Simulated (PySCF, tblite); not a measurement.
# H₁₁NOSi₄: geometry, infrared bands and NMR shifts

What infrared bands and NMR shifts should H₁₁NOSi₄ (`N[SiH2][Si@@H]([SiH3])[SiH2]O`) show?

Computed with tblite 0.8.0 and PySCF 2.14.0, with density-fitted response routines of our own, on a single molecule in the gas phase. Atoms are numbered from 0 throughout.

## Step 1: The molecule as given

17 atoms, charge 0, multiplicity 1; geometry from: force field or distance geometry start.

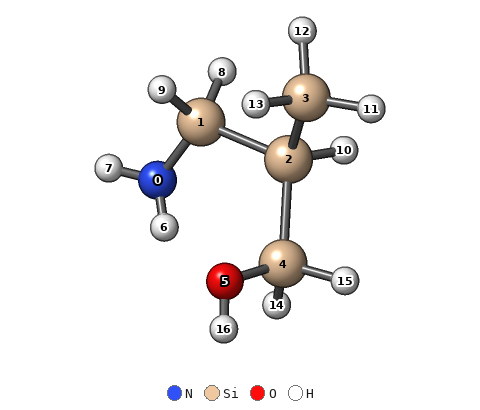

As it starts; nitrogen blue, silicon light orange, oxygen red, hydrogen white, atoms numbered.

## Step 2: Optimising the geometry with GFN2-xTB

Job settings and geometry (Å):

```
{"job": {"kind": "relax", "xc": "GFN2-xTB", "basis": "xTB"}, "charge": 0, "multiplicity": 1}
N     -0.556900     2.757000    -0.384300
Si     0.797800     1.643400    -0.534600
Si     0.219100    -0.490700    -0.715600
Si     1.894100    -1.700800     0.102100
Si    -1.730600    -0.974800     0.241200
O     -1.740800    -0.759000     1.924700
H     -1.427200     2.335900    -0.008400
H     -0.301800     3.664400     0.081100
H      1.548800     1.994700    -1.754600
H      1.753600     1.737000     0.589900
H      0.113800    -0.814600    -2.161800
H      1.744600    -3.115800    -0.267500
H      3.118500    -1.183800    -0.518800
H      2.074100    -1.512400     1.546300
H     -2.863200    -0.243400    -0.390400
H     -1.975900    -2.413600     0.010200
H     -2.675000    -0.911500     2.230600
```

Started as:

```console
$ OMP_NUM_THREADS=1 python probes_run.py task.json out
```

One launch serves the whole session: the jobs run in the order shown.

**Question.** This job is followed by: GFN2-xTB harmonic vibrations, gas phase; GIAO PBE0/pcSseg-1 NMR shielding, non-relativistic, gas phase. What will the session give for the following? strongest single infrared mode (GFN2-xTB); zero-point energy (GFN2-xTB); 1H shifts against TMS (PBE0/pcSseg-1, means over atoms taken as alike); 15N shifts against NH3 (PBE0/pcSseg-1); 29Si shifts against TMS (PBE0/pcSseg-1); 17O shifts against H2O (PBE0/pcSseg-1).

As calculated:

| quantity | value |
| --- | --- |
| strongest single infrared mode (GFN2-xTB) | 782 cm⁻¹, 626 km/mol |
| zero-point energy (GFN2-xTB) | 65.1 kcal/mol |
| 1H shifts against TMS (PBE0/pcSseg-1, means over atoms taken as alike) | 5.85, 5.79, 5.34, 5.24, 3.64, 3.09, 0.43, 0.22 ppm |
| 15N shifts against NH3 (PBE0/pcSseg-1) | 3.9 ppm |
| 29Si shifts against TMS (PBE0/pcSseg-1) | -9.8, -47.0, -112.5, -147.9 ppm |
| 17O shifts against H2O (PBE0/pcSseg-1) | 2.6 ppm |

What this shows: Over 151 steps the energy fell by 0.755 eV; of the close pairs, Si1–Si2 changed most, 2.219 to 2.329 Å. No mode is imaginary among the 45: a minimum at this level. The strongest single mode, at 782 cm⁻¹, has its largest shares on H13, H12 and H11 (the list is cut at 3 atoms). GFN2-xTB is a fitted tight-binding method: band positions and strengths are rough. Its intensities can rank the bands wrongly. At PBE0/pcSseg-1: Shielding is most anisotropic at Si4 (span 162 ppm, paramagnetic term -520 ppm).
